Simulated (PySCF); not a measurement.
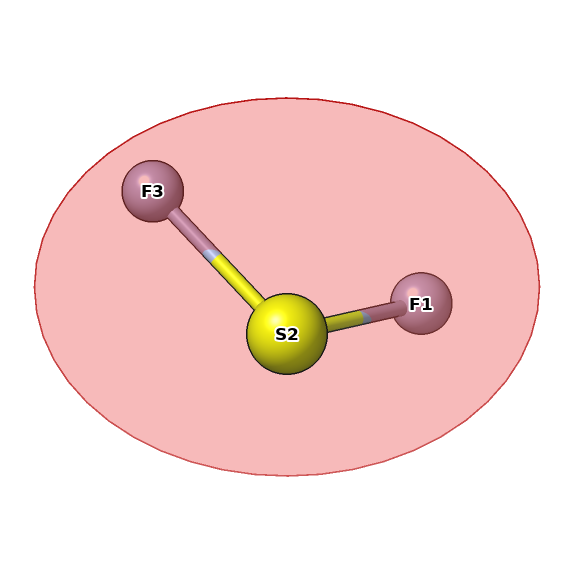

A disc through the centre of mass is drawn in. Distant atoms are faded towards the background colour. The geometry was computed by an optimisation with PBE0-D3(BJ)/def2-SVP. No frequency run is at hand to confirm it as a minimum.

Question: Is the plane of the disc a mirror plane of the structure?

Answer: No. The point group is C2v, with 1 C2 axis and 2 mirror planes, and this plane isn't one of its mirror planes.
